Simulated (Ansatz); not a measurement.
# BH5O: a short trajectory

What does BH5O do in its first 15 fs with a Nosé-Hoover thermostat, with the temperature set to 700 K?

Computed with Ansatz 0.2.0, Gaussian basis. Level: BLYP/6-31G* with D4 dispersion.

## Step 1: The geometry

An earlier PBE0-D4 in a triple-zeta def2 set relaxation fixed the geometry.

SMILES `[BH3-][OH2+]`, 7 atoms, charge 0, spin multiplicity 1.

Atoms are counted from 1 here; the program's logs count them from 0.

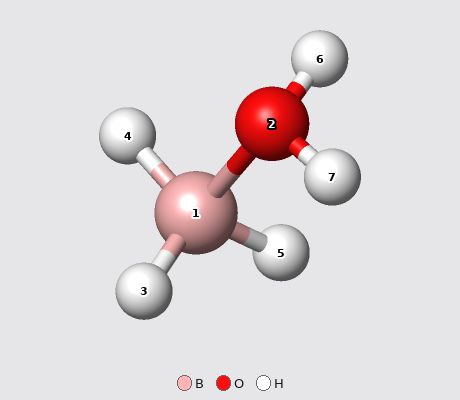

The geometry (boron pink, oxygen red, hydrogen white); atoms are numbered from 1 in the order of the file.

Coordinates:

```mol
BH5O
  3D, bonds by distance, orders not assigned

  7  6  0  0  0  0  0  0  0  0999 V2000
   -0.3121   -0.5471   -0.3453 B   0  0
    0.3641    0.5638    0.7299 O   0  0
    0.2949   -1.5527   -0.0804 H   0  0
   -1.4718   -0.5340   -0.0215 H   0  0
   -0.0747   -0.0725   -1.4331 H   0  0
   -0.0419    1.4242    0.5753 H   0  0
    1.3029    0.6504    0.5292 H   0  0
  1  2  8  0
  1  3  8  0
  1  4  8  0
  1  5  8  0
  2  6  8  0
  2  7  8  0
M  END
```

## Step 2: The run

in.yaml reads:

```yaml
crystal:
  periodic: [false, false, false]
  atoms:
    - {symbol: B, position_ang: [-0.312130, -0.547118, -0.345311]}
    - {symbol: O, position_ang: [0.364112, 0.563770, 0.729894]}
    - {symbol: H, position_ang: [0.294910, -1.552710, -0.080380]}
    - {symbol: H, position_ang: [-1.471841, -0.533979, -0.021528]}
    - {symbol: H, position_ang: [-0.074741, -0.072542, -1.433060]}
    - {symbol: H, position_ang: [-0.041890, 1.424190, 0.575337]}
    - {symbol: H, position_ang: [1.302880, 0.650389, 0.529247]}
basis:
  gaussian: {orbitals: "6-31G*"}
hamiltonian: {xc: {name: BLYP}, dispersion: d4}
md: {timestep: 0.5 fs, n_steps: 30, ensemble: nvt_nose_hoover, temperature: 700, initial_velocities: maxwell_boltzmann, seed: 97}
```

Launch:

```sh
$ ansatz run in.yaml --threads 4 --pin off --events-out ev --progress --plain --max-ram 10444MiB
```

Log (excerpt; [...] marks lines left out):

```text
Functional definition: BLYP
  name "BLYP"
  cite "Becke, Phys. Rev. A 38, 3098 (1988) doi:10.1103/PhysRevA.38.3098"
  cite "Lee, Yang & Parr, Phys. Rev. B 37, 785 (1988) doi:10.1103/PhysRevB.37.785"
[...]
512 factors; their error is unknown
[...]
mean field -2802.63926544 eV, -102.9950933080 hartree, gradient 4.9e-5 eV, S^2 0.000000; 0 other end points of the search recorded, 0 dependent functions left out
[...]
reference -2802.63951065 eV, -102.9951023191 hartree; 9, 9 occupied and 31, 31 virtual orbitals, 512 factors
md step     0: t =     0.00 fs  T =   700.0 K  F+E_penalty+E_count = -2802.76774742 eV  E_kin = 0.452410 eV  conserved = -2802.31533743 eV  (21 SCF iters)
[...]
md step     7: t =     3.50 fs  T =   332.2 K  F+E_penalty+E_count = -2802.52774219 eV  E_kin = 0.214678 eV  conserved = -2802.31311580 eV  (26 SCF iters, 3 dispersion substeps)
[...]
md step    14: t =     7.00 fs  T =   313.6 K  F+E_penalty+E_count = -2802.51580028 eV  E_kin = 0.202677 eV  conserved = -2802.31342914 eV  (26 SCF iters, 3 dispersion substeps)
[...]
md step    21: t =    10.50 fs  T =   276.4 K  F+E_penalty+E_count = -2802.49031406 eV  E_kin = 0.178617 eV  conserved = -2802.31256780 eV  (26 SCF iters, 3 dispersion substeps)
[...]
md step    28: t =    14.00 fs  T =   414.7 K  F+E_penalty+E_count = -2802.58029256 eV  E_kin = 0.268006 eV  conserved = -2802.31414619 eV  (26 SCF iters, 3 dispersion substeps)
[...]
md step    29: t =    14.50 fs  T =   371.6 K  F+E_penalty+E_count = -2802.55165384 eV  E_kin = 0.240143 eV  conserved = -2802.31353822 eV  (25 SCF iters, 3 dispersion substeps)
[...]
md step    30: t =    15.00 fs  T =   327.4 K  F+E_penalty+E_count = -2802.52235296 eV  E_kin = 0.211578 eV  conserved = -2802.31295672 eV  (22 SCF iters, 3 dispersion substeps)
Total energy: -2802.52260068 eV, -102.9908059571 hartree
Atom 0 at    -0.310900    -0.562264    -0.364101 Å, force    -0.491159     1.123836    -0.858817 eV/Å
Atom 1 at     0.365424     0.578816     0.748152 Å, force    -1.233052     0.717473    -0.505976 eV/Å
Atom 2 at     0.286209    -1.525808    -0.166079 Å, force     0.807485    -1.222881     0.244121 eV/Å
Atom 3 at    -1.401900    -0.513627     0.106884 Å, force    -0.624233    -0.150912    -0.103080 eV/Å
Atom 4 at    -0.179244    -0.064497    -1.512943 Å, force     0.015349    -0.161629     0.823104 eV/Å
Atom 5 at    -0.078511     1.401648     0.321018 Å, force     1.667444    -1.064748     0.858751 eV/Å
Atom 6 at     1.348744     0.541245     0.732447 Å, force    -0.141834     0.758861    -0.458103 eV/Å
Dipole moment:     0.493110     0.694103     0.279364 e Å
```

Run time: 7 s. Hardware: 4 threads of Arm Neoverse V1, shared host.

## Step 3: Frames and traces

Every 2 steps, with energies from the start:

```csv
time (fs),T (K),potential (meV),conserved (meV),B1–H5 (Å)
0.0,700,0.0,0.00,1.210
1.0,619,53.6,1.23,1.245
2.0,478,146.1,2.28,1.276
3.0,370,215.6,2.24,1.297
4.0,304,258.3,2.25,1.305
5.0,277,276.0,2.26,1.297
6.0,285,270.8,2.10,1.276
7.0,314,251.9,1.91,1.244
8.0,343,232.6,1.52,1.207
9.0,340,234.5,1.21,1.173
10.0,293,266.2,2.14,1.149
11.0,284,272.7,2.92,1.143
12.0,370,216.1,1.58,1.156
13.0,444,167.3,0.56,1.186
14.0,415,187.5,1.19,1.223
15.0,327,245.4,2.38,1.259
```

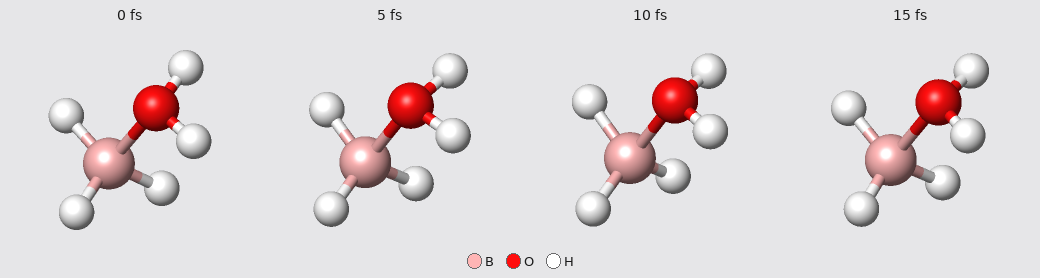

Four frames; sticks are those of the first frame.

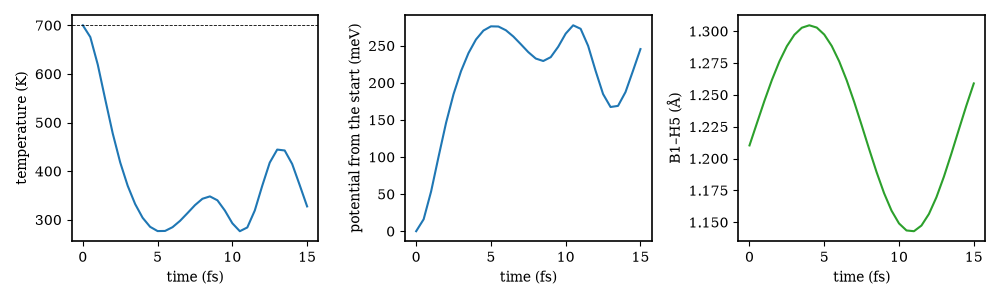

Temperature (the set value dashed), potential energy and the bond that swings most.

Positions (Å) and forces (eV/Å) at 15.0 fs:

```xyz
7

B    -0.311   -0.562   -0.364   -0.491    1.124   -0.859
O     0.365    0.579    0.748   -1.233    0.717   -0.506
H     0.286   -1.526   -0.166    0.807   -1.223    0.244
H    -1.402   -0.514    0.107   -0.624   -0.151   -0.103
H    -0.179   -0.064   -1.513    0.015   -0.162    0.823
H    -0.079    1.402    0.321    1.667   -1.065    0.859
H     1.349    0.541    0.732   -0.142    0.759   -0.458
```

## Step 4: Summary of results

```
                              quantity                          value
                                length             30 steps of 0.5 fs
     temperature, first and last frame                     700, 327 K
              temperature, second half  mean 352 K, from 276 to 444 K
                swing of the potential                        277 meV
largest change of the conserved energy                       2.92 meV
                        range of B1–H5               1.143 to 1.305 Å
```

**Reading.** From 700 K at the start the temperature swings between 276 and 700 K: with 7 atoms it has no steady value yet; starting near a minimum, about half of the kinetic energy flows into the potential. The conserved energy moves by 2.92 meV, 1.1 % of the potential's swing, so the step is short enough for this stretch. B1–H5 swings most, by 0.16 Å; no bond breaks. A run of 15 fs gives no averages.
